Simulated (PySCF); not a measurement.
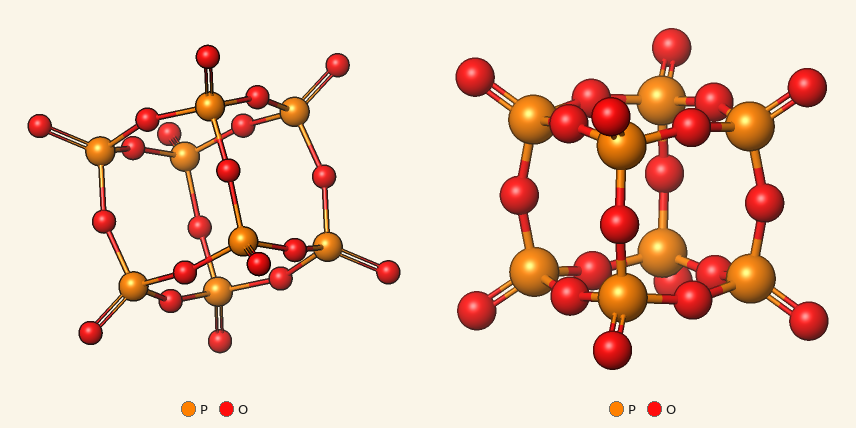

Two views of one molecule.

The computed structure is the end point of a GFN2-xTB optimisation. No frequency run is at hand to confirm it as a minimum.

Count the atoms of each element.

Answer. P8O20, 28 atoms: 8 phosphorus and 20 oxygen.

Which point group does it belong to?

Answer. Oh.

How many sets of symmetry-equivalent atoms are there?

Answer. 3: 8 P, 12 O, 8 O.

What is its SMILES?

Answer. O=[P@]12O[P@]3(=O)O[P@]4(=O)O[P@](=O)(O1)O[P@]1(=O)O[P@](=O)(O2)O[P@](=O)(O3)O[P@](=O)(O4)O1

Describe its rings.

Answer. Independent rings (smallest set): 5 of 8 members.

The parts below concern this one geometry. Atoms keep their numbers from picture to picture.

### Shape

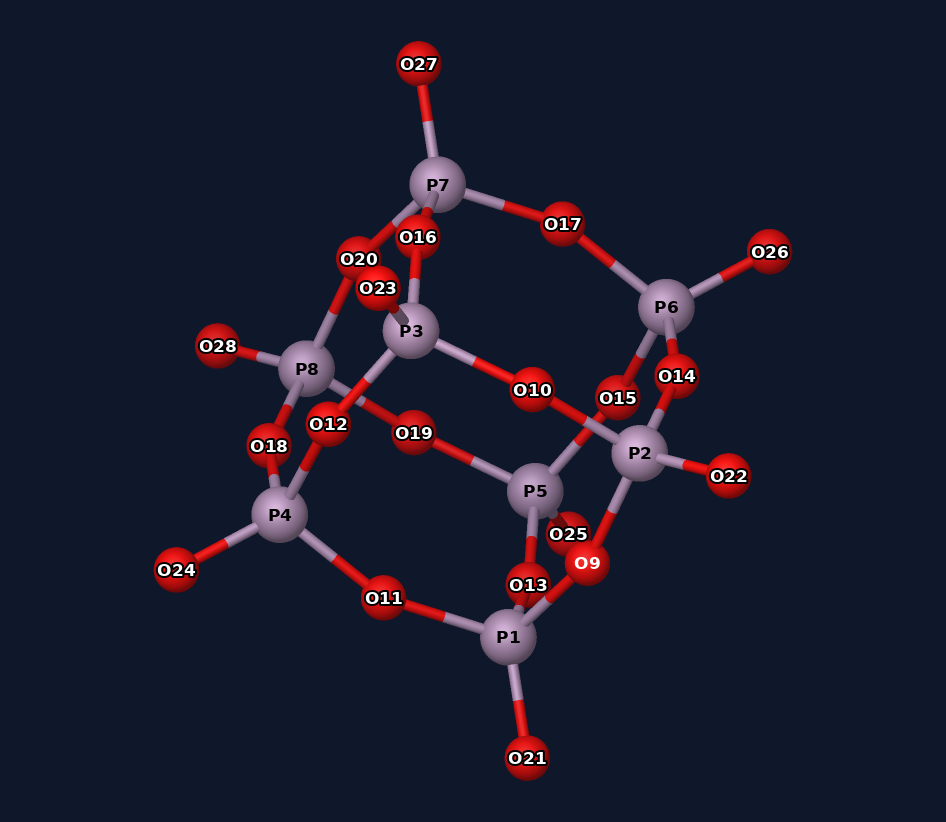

Numbered structure. No frequency run is at hand to confirm it as a minimum.

How are the neighbours of atom 1 arranged?

Answer. P1 has 4 neighbours (O9 at 1.57, O11 at 1.57, O13 at 1.57, O21 at 1.43 Å); the arrangement is tetrahedral.

How are the neighbours of atom 9 arranged?

Answer. O9 has 2 neighbours (P1 at 1.57, P2 at 1.57 Å); the arrangement is bent.

What is the dihedral angle O22–P2–O14–P6?

Answer. 180° in size, that is anti.

### NMR shielding

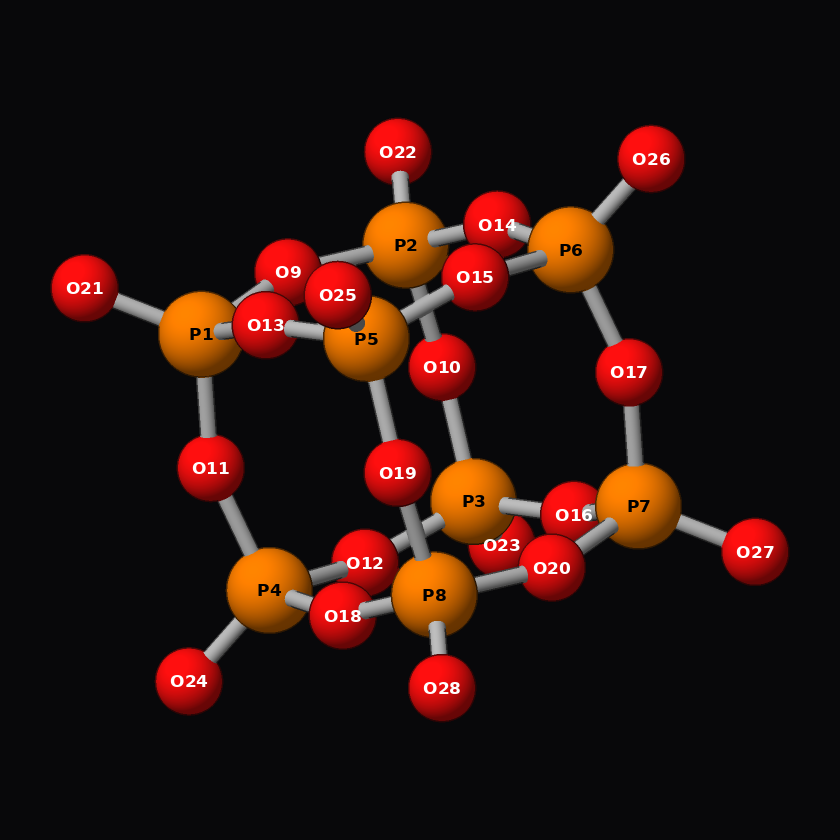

No frequency run is at hand to confirm it as a minimum. Level of theory: GIAO KT3/pcSseg-1 NMR shielding, non-relativistic, gas phase (PySCF 2.14.0). Principal shieldings σ11 ≤ σ22 ≤ σ33, span Ω = σ33 − σ11, skew κ = 3(σiso − σ22)/Ω.

Give the shielding tensors of the P atoms.

```csv
atom,σ11,σ22,σ33,σiso,Ω,κ
"P1, P2, P3…",327.7,328.0,678.1,444.6,350.3,1.00
```

Shieldings and span in ppm.

### Ring current

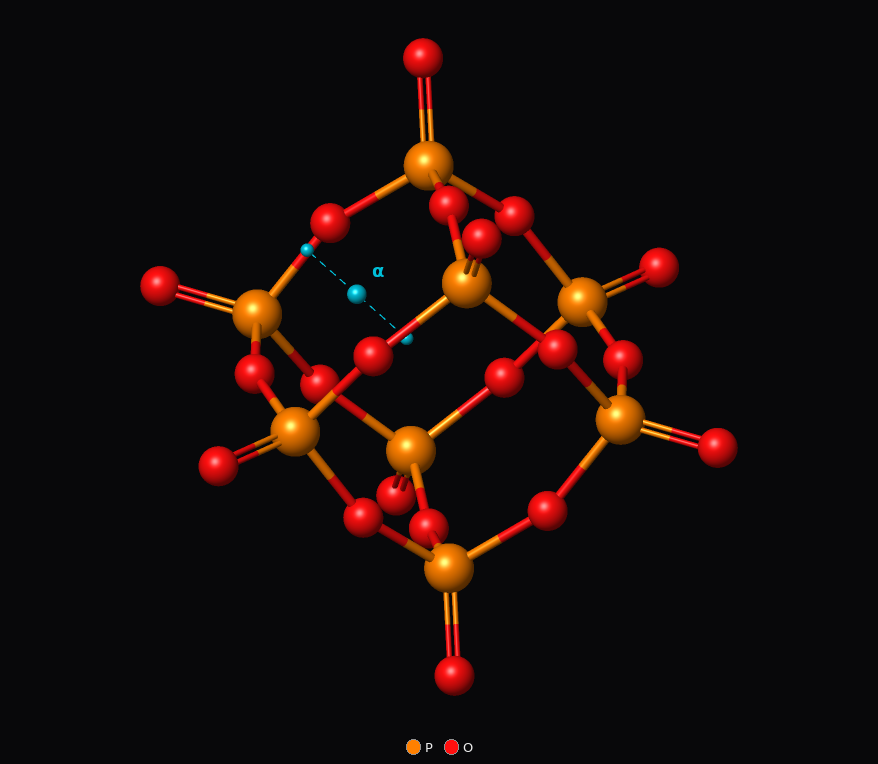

The small points mark where nucleus-independent chemical shifts (NICS) were computed: at the centre of each lettered ring and 1 Å above and below it. No frequency run is at hand to confirm it as a minimum. Properties computed with GIAO KT3/pcSseg-1 NMR shielding, non-relativistic, gas phase (PySCF 2.14.0).

Give NICS(0), NICS(1) and the out-of-plane component NICS(1)zz for each ring (means of the two sides).

| ring | members | NICS(0) | NICS(1) | NICS(1)zz |
| --- | --- | --- | --- | --- |
| α | P4O4 | −1.3 | −0.6 | 2.5 |

Values in ppm.

What do the values say about the ring currents?

Answer. Ring α: weak, as in a non-aromatic ring. NICS is one index among several.

### Electronic properties

No frequency run is at hand to confirm it as a minimum. Properties computed with ωB97X-D/def2-SVP, gas phase (PySCF 2.14.0). Excitations: vertical, Tamm–Dancoff approximation.

Give the mean static polarisability at this level.

Answer. 150.3 bohr³.

Give the HOMO energy (Kohn–Sham orbital) at this level.

Answer. −12.57 eV.

Give the lowest vertical singlet excitation at this level.

Answer. 8.51 eV.

Estimate the LUMO energy (Kohn–Sham orbital).

Answer. 0.00 eV.

The geometry is semi-empirical. Around P such bond lengths and angles can be off by a tenth of an ångström or more and by several degrees, and values that hang on the shape move with them.
